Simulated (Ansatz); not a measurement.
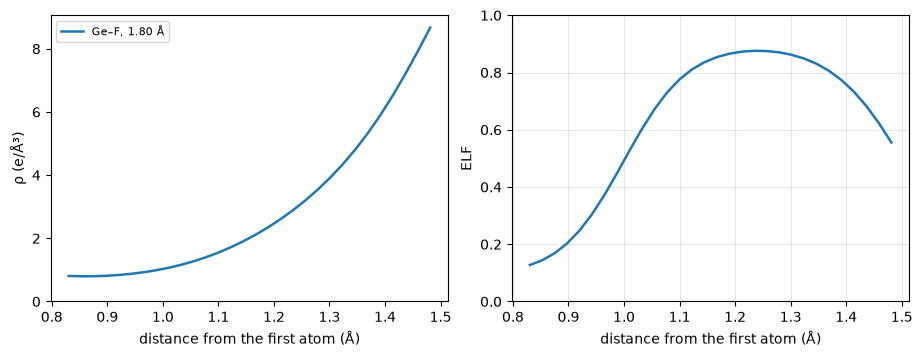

*F₆Ge (charge −2). Total electron density and ELF along straight lines between neighbouring atoms. The curves leave out the atomic cores.*

The calculation used Ansatz, Hartree-Fock, Gaussian basis def2-TZVP.

The calculation's input:

```
crystal:
  periodic: [false, false, false]
  atoms:
    - { symbol: Ge, position_ang: [0.0, 0.0, 0.0] }
    - { symbol: F, position_ang: [1.82, 0.0, 0.0] }
    - { symbol: F, position_ang: [-1.82, 0.0, 0.0] }
    - { symbol: F, position_ang: [0.0, 1.82, 0.0] }
    - { symbol: F, position_ang: [0.0, -1.82, 0.0] }
    - { symbol: F, position_ang: [0.0, 0.0, 1.82] }
    - { symbol: F, position_ang: [0.0, 0.0, -1.82] }
total_charge: -2
basis:
  gaussian: { orbitals: def2-TZVP }
hamiltonian:
  xc: hf
relax:
  f_tol: 0.004
  max_steps: 200
output:
  orbitals: {}
```

Command:

```sh
ansatz run input.yaml --threads 4 --pin off --max-ram 8192MiB --backend cpu --events-out ev --progress --plain --runs-dir out
```

The fields are those of the relaxed geometry.

Question: What can be read from the curves?

Answer: Ge–F (1.80 Å): ρ is about 0.81 e/Å³ halfway; the ELF peaks at about 0.90 in the valence shell of F, 0.6 Å from its nucleus, and is about 0.20 at the midpoint.
